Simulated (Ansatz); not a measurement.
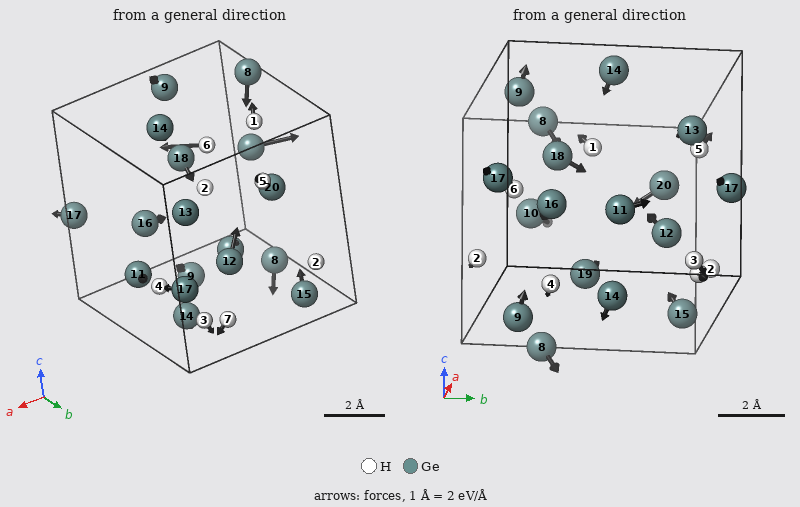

An orthographic spheres-only view of the structure, from two general directions. The frame is the simulation cell; atoms at its boundary are shown with their periodic copies. The arrows are the computed forces on the atoms.

System: Ge13H7. Level of theory and settings: DFT PBE, scalar-relativistic, plane waves, PAW in Ansatz, a cutoff energy of 420 eV, the zone sampled with 4×3×3 points, Fermi-Dirac smearing of 0.19 eV, no spin polarisation.

**Is this an equilibrium geometry?**

No. The atoms still feel forces of up to about 2.7 eV/Å, far above a usual threshold of 0.01 to 0.03 eV/Å.

Its origin is a structure type filled with these elements by a generator (whether the compound takes this form wasn't checked). Earlier steps of the study may have refined or changed the cell and positions. An electronic-structure calculation with Ansatz was run on it.
